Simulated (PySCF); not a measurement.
```xyz
15

C    -2.2295    0.8842    0.5729
B    -0.9501    0.2254    0.1098
C    -0.8855   -1.2899   -0.3536
N     0.2415    1.0146    0.0726
Si    1.8475    0.5975   -0.4157
C     2.4486   -0.8353    0.6318
N     2.8319   -1.7101    1.2644
H    -2.2919    1.9168    0.8837
H    -3.1732    0.3665    0.6293
H    -0.0325   -1.8085    0.0807
H    -1.7789   -1.8508   -0.0920
H    -0.7700   -1.3590   -1.4350
H     0.1204    1.9720    0.3713
H     2.7068    1.7450   -0.1154
H     1.9106    0.1395   -1.8059
```

Geometry: GFN2-xTB.

Computed with UKS B3LYP, pcH-1 on B C H N Si, non-relativistic, mean-field spin-orbit, GIAO (PySCF).

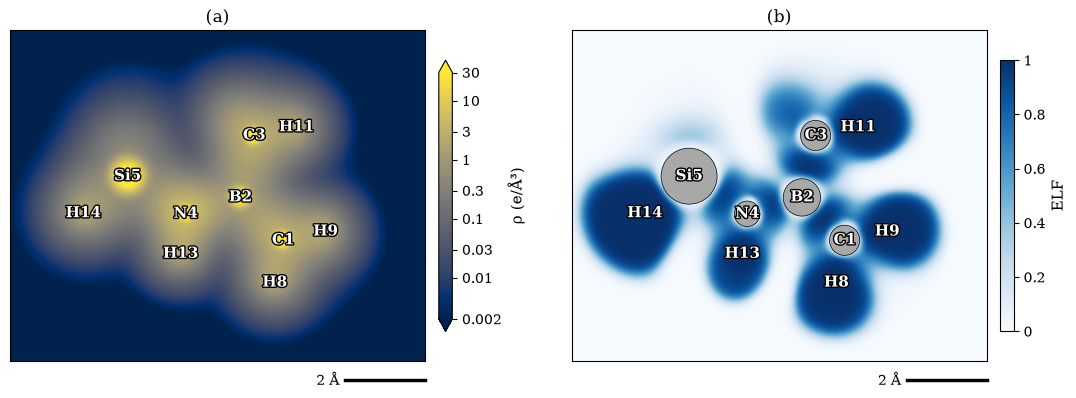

C3H8BN2Si (SMILES [CH2]B(C)N[SiH2]C#N) (doublet). (a) total electron density; (b) ELF on the plane of atoms Si5, N4 and H13. Grey discs cover the atomic cores in the ELF map.

**Interpret the plot.**

Atoms in the plane: C, B, N, Si and H.
B–N (1.43 Å): ρ is about 1.8 e/Å³ halfway; the ELF peaks at about 0.95 between the atoms, as expected for a polar covalent bond.
C–B (1.51 Å): the density is about 1.6 e/Å³ at the midpoint; the ELF peaks at about 0.95 between the atoms (localised, covalent bonding).
Si–N (1.73 Å): ρ at the midpoint is about 1.1 e/Å³; the ELF peaks at about 0.90 between the atoms: a polar covalent bond.
N–H (1.01 Å): ρ is about 2.8 e/Å³ halfway; the ELF climbs to about 1 towards the hydrogen, as it does in any bond to H (an ordinary covalent bond to hydrogen).
C–B (1.59 Å): ρ is about 1.4 e/Å³ halfway; the ELF peaks at about 1 between the atoms (a shared electron pair).
